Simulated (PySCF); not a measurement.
# C₇H₁₅BSi: what the fields show

```tsv
atom	x (Å)	y (Å)	z (Å)
B	0.1359	-1.5787	0.9911
C	-0.0931	-0.5899	-0.1699
Si	1.3879	0.5999	-0.3695
C	1.4741	1.7593	1.1345
C	3.0085	-0.3770	-0.5538
C	-0.8398	-0.9366	-1.4199
C	-1.4330	0.0637	-0.4626
C	-2.5897	-0.3071	0.3564
C	-3.5196	0.5424	0.7632
H	0.5145	-2.6675	0.7777
H	-0.0060	-1.2255	2.0995
H	1.1448	1.3885	-1.5959
H	0.5385	2.2905	1.2801
H	2.2600	2.4992	1.0187
H	1.6784	1.2017	2.0439
H	2.9649	-1.0728	-1.3861
H	3.2215	-0.9516	0.3432
H	3.8480	0.2897	-0.7254
H	-0.4940	-0.5659	-2.3748
H	-1.3058	-1.9105	-1.4802
H	-1.4358	1.1001	-0.7837
H	-2.6379	-1.3523	0.6374
H	-4.3527	0.2324	1.3695
H	-3.4810	1.5878	0.5026
```

Geometry: GFN2-xTB.

Theory: PySCF, PBE0/pcSseg-1, SCF density, gas phase, non-relativistic.

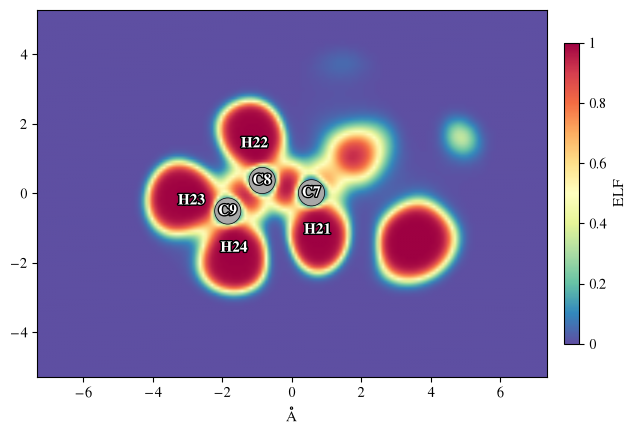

Figure 1. Electron localisation function on the plane of atoms C7, C8 and H22. Grey discs cover the atomic cores.

Question: What do the fields say about this system?

Answer: Atoms in the plane: C and H.
C–C (1.32 Å): the ELF peaks at about 0.90 between the atoms: a short, multiple covalent bond.
C–H (1.08 Å): the ELF climbs to about 1 towards the hydrogen, as it does in any bond to H: a covalent bond by its length.
C–C (1.46 Å): the ELF peaks at about 0.95 between the atoms, as expected for a shared electron pair.

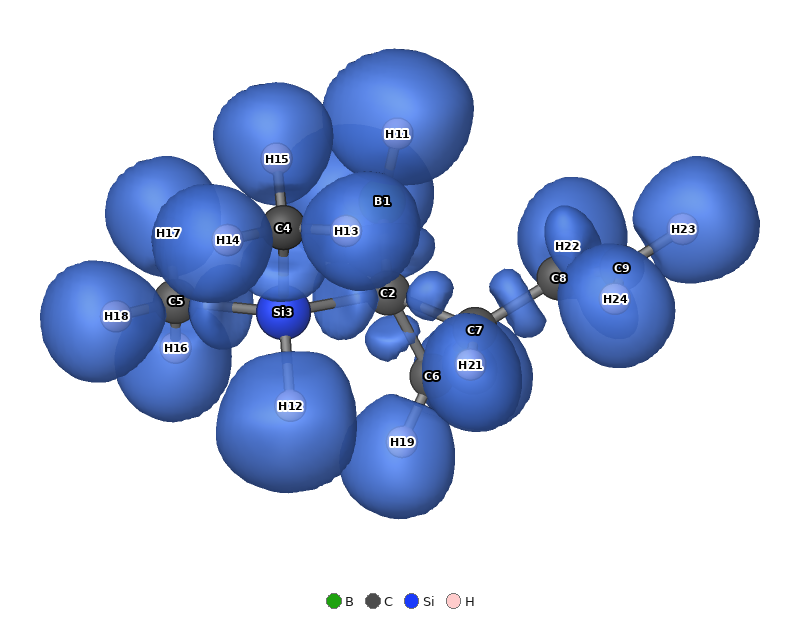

Figure 2. Isosurface of the electron localisation function at 0.8 (blue), seen from one side. Only the valence region is drawn (cores and ρ < 0.01 e/Å³ removed).

Question: What do the ELF domains correspond to?

Answer: At this value the surface marks out one region between bonded B–C atoms (shared pairs), five regions between bonded C–C atoms (shared pairs), three regions between bonded C–Si atoms (shared pairs) and 15 regions around hydrogen nuclei. Profiles from the grid: C–B (1.54 Å): the ELF peaks at about 0.95 between the atoms: a shared electron pair.

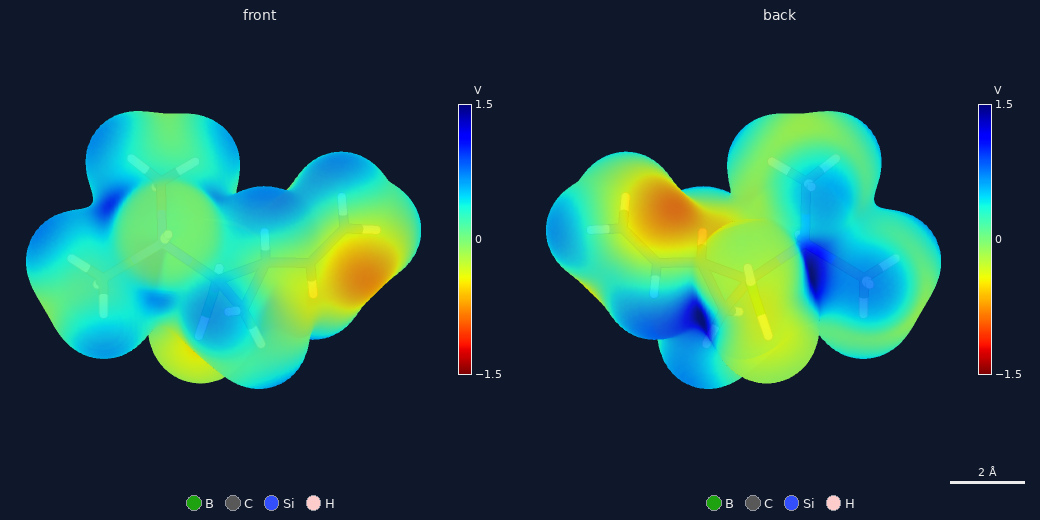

Figure 3. The electrostatic potential painted on the density surface at 0.002 e/bohr³, seen from the front and from behind; the colour scale runs from red (negative) to blue (positive).

Question: Describe the electrostatic potential map.

Answer: The most negative region (about −0.8 V, or −18 kcal/mol for a unit charge) lies over the π face of C8 and C9, the most positive (about +1.4 V, or +32 kcal/mol for a unit charge) over B1.

Question: What dipole moment does the calculation give?

Answer: Its dipole moment is 0.77 D.
